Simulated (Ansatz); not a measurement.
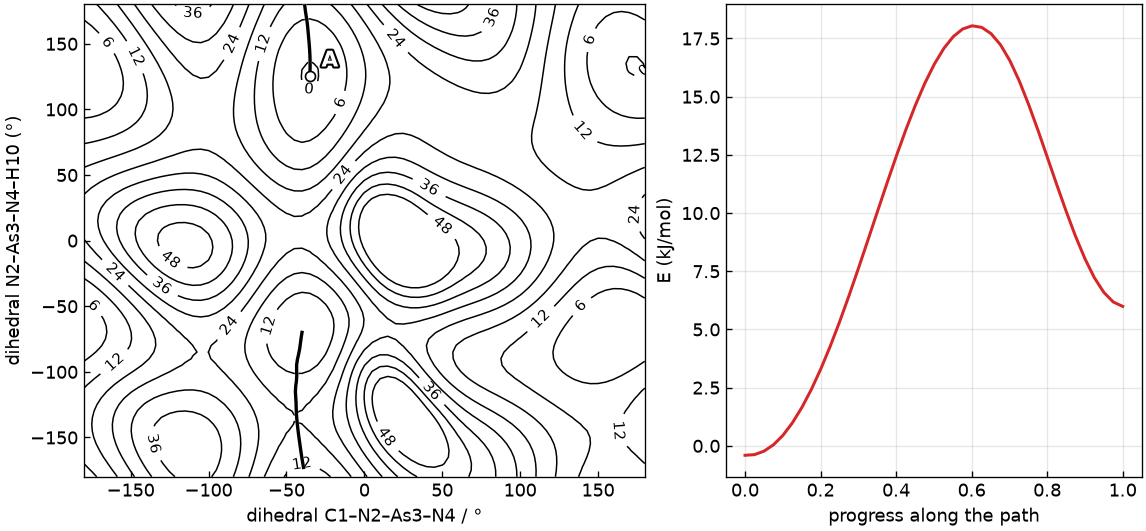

CH₇AsN₂, SMILES CN[AsH]N. Coordinates scanned: (1) dihedral C1–N2–As3–N4; (2) dihedral N2–As3–N4–H10. Nothing is relaxed (all other coordinates rigid). The grid has 18 × 18 points. Points are written as (first, second). All energies are given in kJ/mol relative to the lowest grid point. These are results of RKS B3LYP-D4/def2-SVP (Ansatz), not measurements.

Drawn: contour lines labelled in kJ/mol (none above 48), a line along the lowest path, the energy along the path at the right, the start A. Between grid points the surface is interpolated.

Q: Describe the path and its barrier.

A: The easiest path leads from the well at about (−35°, 125°) to the well at about (−40°, −70°), about 6.4 kJ/mol higher. Its highest point lies about 18 kJ/mol above the bottom of the first well on the interpolated surface, at about (−45°, −135°). Seen from the upper well the barrier is about 12 kJ/mol. The start is the relaxed structure and all else is held, so a fully relaxed path at this level can only be lower.
